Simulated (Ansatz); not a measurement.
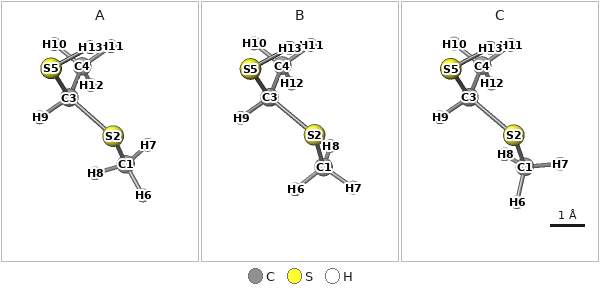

3 geometries from a converged minimum-energy path of C$_{3}$H$_{8}$S$_{2}$, shuffled. A ball-and-stick model, seen from a free direction.

Level of theory: RKS PBE/def2-SVP in Ansatz. Run with 7 movable images; climbing image; force threshold 0.05 eV/Å; iteration limit 60; starting path by image-dependent pair potential.

Q: Which of them lies highest in energy?

A: C. In order along the path, whose images run from 0 to 8: A (image 1, +0.19 kcal/mol), C (image 4, +1.65 kcal/mol), B (image 7, +0.18 kcal/mol). The motion is a rotation about the C1–S2 bond by about 120°. No bond forms or breaks between the ends. Among the angles between lasting bonds that change up to the highest image: S2–C1–H6 105.8° → 110.1°, S2–C1–H7 112.8° → 110.1°.

Cost: 51 s on 2 threads of Intel(R) Xeon(R) 6975P-C (Granite Rapids), on a shared host, peak memory 0.18 GiB.
